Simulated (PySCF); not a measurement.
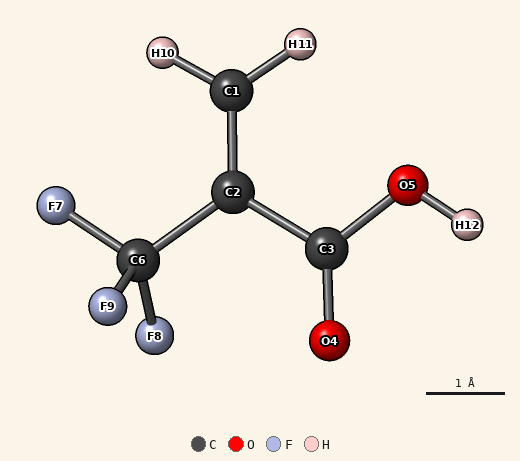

Fig. 1: The structure (ball-and-stick view, seen at a tilt; atoms are numbered from 1 in the order of the input).

# What a change does: NMR shielding calculation on C$_{4}$H$_{3}$F$_{3}$O$_{2}$

System: C$_{4}$H$_{3}$F$_{3}$O$_{2}$ (2-(trifluoromethyl)acrylic acid), SMILES C=C(C(=O)O)C(F)(F)F.
Method of run 1: GIAO PBE0/pcSseg-1 NMR shielding, non-relativistic, gas phase (PySCF 2.14.0).

The geometry comes from this level: GFN2-xTB. Text and figures count atoms from 1; the logs count them from 0 in places.

### Input, run 1
```
{"job": {"kind": "nmr", "xc": "PBE0", "basis": "pcSseg-1"}, "charge": 0, "multiplicity": 1}
C     -0.525892     1.306389     0.619413
C     -0.178967     0.145109     0.078429
C      1.232045    -0.242892    -0.220306
O      1.556606    -1.278071    -0.730462
O      2.102299     0.700906     0.146915
C     -1.203266    -0.901575    -0.295864
F     -2.451690    -0.509616     0.006193
F     -1.200017    -1.168319    -1.606524
F     -1.006030    -2.056588     0.348714
H     -1.555735     1.554255     0.816732
H      0.225591     2.033514     0.874458
H      3.006253     0.416201    -0.063727
```

The first line tells a small driver script what to run in PySCF; the rest is the geometry in Å.

Launched with:
```bash
OMP_NUM_THREADS=1 python <driver script> task.json out
```

Hardware: 1 CPU thread, shared host.

### Output (run 1)
```
coarse grid: 11640 points
cycle   1  E = -603.1813793848  dE =  1.736e+00  |g| = 1.241e+00  |ddm| = 3.303e+00
cycle   2  E = -602.6887362618  dE =  4.926e-01  |g| = 2.108e+00  |ddm| = 2.385e+00
cycle   3  E = -603.4309230481  dE = -7.422e-01  |g| = 3.325e-01  |ddm| = 1.793e+00
cycle   4  E = -603.4501728066  dE = -1.925e-02  |g| = 1.018e-01  |ddm| = 2.941e-01
cycle   5  E = -603.4517279746  dE = -1.555e-03  |g| = 3.227e-02  |ddm| = 8.346e-02
cycle   6  E = -603.4519488850  dE = -2.209e-04  |g| = 8.840e-03  |ddm| = 3.087e-02
cycle   7  E = -603.4519657436  dE = -1.686e-05  |g| = 2.773e-03  |ddm| = 8.203e-03
cycle   8  E = -603.4519675189  dE = -1.775e-06  |g| = 5.111e-04  |ddm| = 2.274e-03
final grid: 118176 points
cycle   9  E = -603.5450019626  dE = -3.612e-05  |g| = 1.162e-02  |ddm| = 2.626e-02
cycle  10  E = -603.5449564373  dE =  4.553e-05  |g| = 1.976e-02  |ddm| = 2.256e-02
cycle  11  E = -603.5450253708  dE = -6.893e-05  |g| = 2.637e-03  |ddm| = 1.532e-02
cycle  12  E = -603.5450266240  dE = -1.253e-06  |g| = 3.528e-04  |ddm| = 1.891e-03
cycle  13  E = -603.5450266409  dE = -1.696e-08  |g| = 1.263e-04  |ddm| = 2.642e-04
cycle  14  E = -603.5450266441  dE = -3.132e-09  |g| = 4.730e-05  |ddm| = 1.162e-04
cycle  15  E = -603.5450266446  dE = -5.302e-10  |g| = 1.322e-05  |ddm| = 5.095e-05
converged SCF energy = -603.5450266446

GIAO shielding tensors (ppm)
atom      isotropic    diamagn.    paramagn.     s11        s22        s33       span
  0 C       45.276     251.247    -205.971    -76.028     38.210    173.645    249.674
  1 C       47.870     265.162    -217.292    -57.611     72.535    128.686    186.298
  2 C       22.000     245.741    -223.741    -81.597     68.125     79.471    161.069
  3 O     -104.492     401.355    -505.847   -343.901   -252.884    283.309    627.210
  4 O      138.267     392.184    -253.918     -9.247    163.835    260.211    269.458
  5 C       56.381     237.541    -181.160     47.991     56.649     64.504     16.513
  6 F      263.436     472.564    -209.128    181.897    256.350    352.060    170.163
  7 F      248.643     472.606    -223.963    168.891    246.380    330.657    161.766
  8 F      249.507     472.613    -223.106    170.205    247.290    331.025    160.821
  9 H       24.717      29.553      -4.836     20.920     23.447     29.784      8.864
 10 H       24.562      29.782      -5.220     21.857     23.217     28.612      6.756
 11 H       25.446      29.576      -4.130     20.173     22.260     33.906     13.733
```

The input of run 2 differs as follows (lines with − go, lines with + come):
```diff
-"xc": "PBE0"
+"xc": "PBE"
+"pop": false
```

Predict how the results change.

The total energies belong to different methods, so their difference says nothing on which is more stable or more accurate. The HOMO goes from −8.69 to −6.91 eV. The LUMO goes from −2.11 to −3.02 eV. The dipole moment goes from 4.04 to 3.74 D. Of all shieldings, the largest change is that of F8, by −17.6 ppm. The functional changes from PBE0 to PBE. Exact exchange removes part of the self-interaction error of semilocal functionals, which pushes filled and empty levels apart. The SCF takes 17 iterations against 15.

### Output (run 2)
```
coarse grid: 11640 points
cycle   1  E = -603.1354480385  dE =  1.597e+00  |g| = 1.312e+00  |ddm| = 3.357e+00
cycle   2  E = -601.9440767565  dE =  1.191e+00  |g| = 2.843e+00  |ddm| = 3.422e+00
cycle   3  E = -603.3408288754  dE = -1.397e+00  |g| = 6.608e-01  |ddm| = 2.906e+00
cycle   4  E = -603.4229161879  dE = -8.209e-02  |g| = 1.751e-01  |ddm| = 5.763e-01
cycle   5  E = -603.4263065844  dE = -3.390e-03  |g| = 9.490e-02  |ddm| = 1.735e-01
cycle   6  E = -603.4282216136  dE = -1.915e-03  |g| = 3.180e-02  |ddm| = 9.686e-02
cycle   7  E = -603.4284757327  dE = -2.541e-04  |g| = 9.626e-03  |ddm| = 2.940e-02
cycle   8  E = -603.4284969843  dE = -2.125e-05  |g| = 2.377e-03  |ddm| = 8.059e-03
cycle   9  E = -603.4284981385  dE = -1.154e-06  |g| = 5.822e-04  |ddm| = 2.633e-03
final grid: 118176 points
cycle  10  E = -603.5534016994  dE = -3.093e-05  |g| = 1.927e-02  |ddm| = 3.669e-02
cycle  11  E = -603.5530949420  dE =  3.068e-04  |g| = 4.492e-02  |ddm| = 4.641e-02
cycle  12  E = -603.5534555253  dE = -3.606e-04  |g| = 8.682e-03  |ddm| = 3.698e-02
cycle  13  E = -603.5534699545  dE = -1.443e-05  |g| = 8.534e-04  |ddm| = 6.203e-03
cycle  14  E = -603.5534700519  dE = -9.733e-08  |g| = 3.921e-04  |ddm| = 7.613e-04
cycle  15  E = -603.5534700822  dE = -3.030e-08  |g| = 1.754e-04  |ddm| = 4.136e-04
cycle  16  E = -603.5534700903  dE = -8.123e-09  |g| = 3.750e-05  |ddm| = 1.766e-04
cycle  17  E = -603.5534700905  dE = -2.340e-10  |g| = 1.359e-05  |ddm| = 3.143e-05
converged SCF energy = -603.5534700905

GIAO shielding tensors (ppm)
atom      isotropic    diamagn.    paramagn.     s11        s22        s33       span
  0 C       45.868     251.120    -205.252    -67.681     36.934    168.351    236.032
  1 C       43.397     265.031    -221.634    -57.498     64.880    122.809    180.307
  2 C       20.913     247.056    -226.143    -77.215     66.821     73.134    150.349
  3 O     -103.909     402.163    -506.072   -333.917   -246.091    268.281    602.198
  4 O      125.168     391.351    -266.182    -19.670    148.256    246.920    266.590
  5 C       46.711     239.154    -192.443     34.889     48.469     56.775     21.886
  6 F      247.132     472.903    -225.771    167.751    237.037    336.608    168.857
  7 F      231.029     473.048    -242.018    154.030    230.138    308.920    154.890
  8 F      232.026     473.056    -241.030    155.581    231.158    309.338    153.756
  9 H       24.866      29.884      -5.018     21.163     23.691     29.745      8.582
 10 H       24.720      30.132      -5.412     22.153     23.478     28.529      6.376
 11 H       25.621      29.902      -4.281     20.152     23.421     33.289     13.137
```

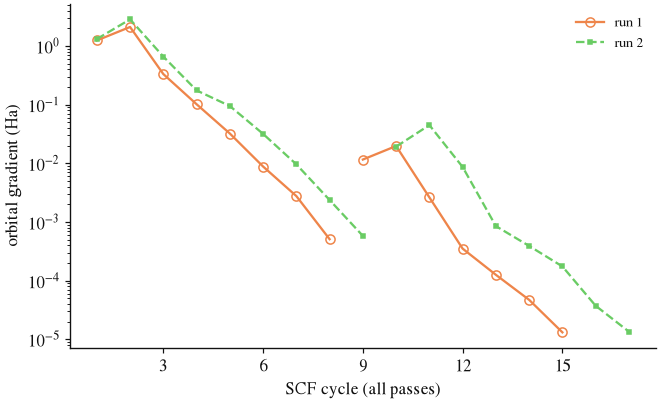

Fig. 2: Convergence of the two runs: orbital gradient against the SCF cycle. A break in a curve parts two SCF passes (coarse and final grid). Run 1 takes 15 cycles in all, and run 2 takes 17.

### The two runs side by side

```tsv
quantity	run 1	run 2
outcome	converged	converged
total energy (hartree)	−603.545027	−603.553470
HOMO (eV)	−8.69	−6.91
LUMO (eV)	−2.11	−3.02
dipole moment (D)	4.04	3.74
shielding of C2 (ppm)	47.9	43.4
shielding of C3 (ppm)	22.0	20.9
shielding of O5 (ppm)	138.3	125.2
shielding of C6 (ppm)	56.4	46.7
shielding of F7 (ppm)	263.4	247.1
shielding of F8 (ppm)	248.6	231.0
shielding of F9 (ppm)	249.5	232.0
SCF iterations	15	17
basis functions	168	168
wall time (shared host)	11 s	16 s
```
